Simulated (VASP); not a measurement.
Band structure of KMgF3 (cubic perovskite). Computed with AM05 GGA, VASP's PBE PAW potentials (set 64) (plane waves; VASP).

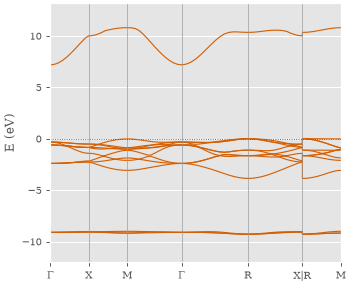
*Bands along high-symmetry lines, zero at the valence-band maximum or, without a gap, the Fermi level*

**Question.** Read the plot: is there a gap, and where are the band edges?

**Answer.** The gap is indirect, 7.19 eV, from the valence maximum at R to the conduction minimum at Γ. (Edges off the drawn lines would not show.)

Measured: gap 12.40 eV (computed value off by -5.21 eV), as given by M. Sahnoun et al., Materials Chemistry and Physics (2004), doi:10.1016/j.matchemphys.2004.11.019.

The compound is KMgF3 in the cubic perovskite structure. It was relaxed first.
